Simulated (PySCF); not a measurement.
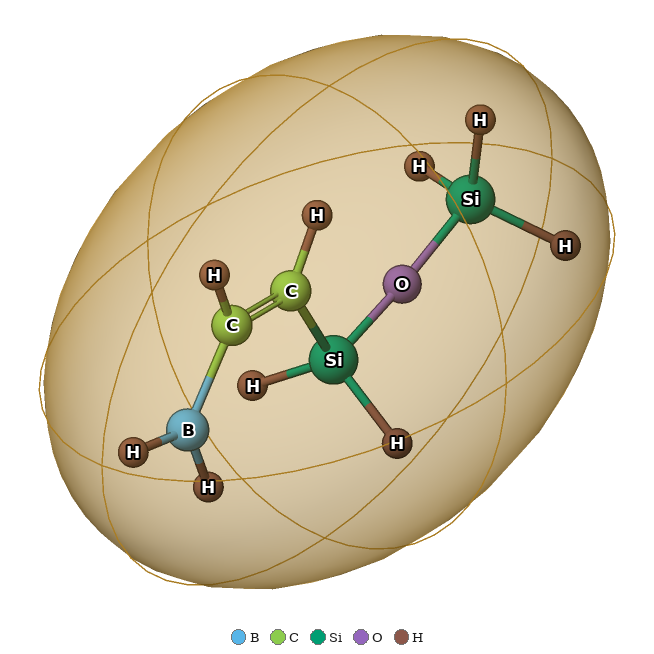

The ellipsoid shows the static dipole polarisability: its half-axes are proportional to the principal values. The computed structure is the end point of a GFN2-xTB optimisation. No frequency run is at hand to confirm it as a minimum. Method: CAM-B3LYP/def2-SVPD (PySCF 2.14.0).

**How large and how anisotropic is the polarisability?**

Principal values 72.7, 85.6, 120.9 bohr³; mean 93.1 bohr³ (13.79 Å³); anisotropy 43.3 bohr³, so the longest axis is 1.66 times the shortest.

The geometry is semi-empirical. Around B, Si such bond lengths and angles can be off by a tenth of an ångström or more and by several degrees, and values that hang on the shape move with them.
